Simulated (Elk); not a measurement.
Band structure of VS (P6_3/mmc, 4 atoms in the cell).

```
CELL_PARAMETERS angstrom
      3.16980     0.00000     0.00000
     -1.58490     2.74513     0.00000
      0.00000     0.00000     6.12713
ATOMIC_POSITIONS crystal
  V  0.00000 0.00000 0.00000
  V  0.00000 0.00000 0.50000
  S  0.66667 0.33333 0.25000
  S  0.33333 0.66667 0.75000
```

Computed with PBEsol, all-electron FP-LAPW, Elk's shipped species files, APW+lo basis with extra local orbitals (Elk 10.2.4).

Settings: xctype = 22; rgkmax = 8; swidth = 0.00367493 Ha; ngridk = 10 10 5; gmaxvr = 16 1/bohr; nxlo = 2; lorbcnd = true; lmaxi = 3; maxscl = 100.

The starting cell comes from a database of computed structures (which also holds hypothetical and non-ambient phases and stackings), without a prior relaxation at this level. Spin polarisation is off, so a magnetic state, if there is one, cannot be reached. Values depend on the basis (sphere radii, cutoffs, local orbitals), which need not be converged.

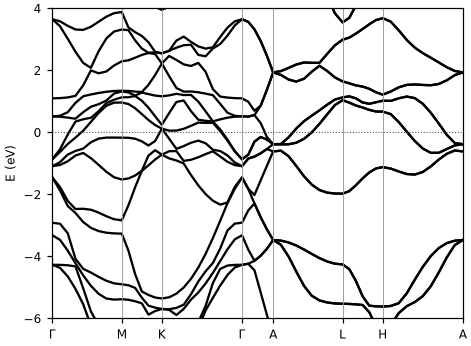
*Bands along the path, energies from the Fermi level.*

Levels in eV from the Fermi level, bands 16 to 23:
| point | 16 | 17 | 18 | 19 | 20 | 21 | 22 | 23 |
|---|---|---|---|---|---|---|---|---|
| Γ | -1.45 | -1.45 | -1.09 | -1.09 | -0.87 | -0.87 | 0.52 | 0.52 |
| M | -3.26 | -2.84 | -1.52 | -0.17 | 0.96 | 1.13 | 1.32 | 1.34 |
| K | -5.35 | -0.72 | -0.72 | 0.12 | 0.12 | 0.24 | 1.16 | 2.22 |
| A | -3.47 | -0.61 | -0.61 | -0.38 | -0.38 | -0.38 | -0.38 | 1.93 |
| L | -4.26 | -1.98 | -1.98 | 1.04 | 1.04 | 1.13 | 1.13 | 1.64 |
| H | -5.61 | -1.12 | -1.12 | 0.67 | 0.67 | 1.02 | 1.02 | 1.22 |

Bands cross the Fermi level along this path, so the cell is metallic at this level.
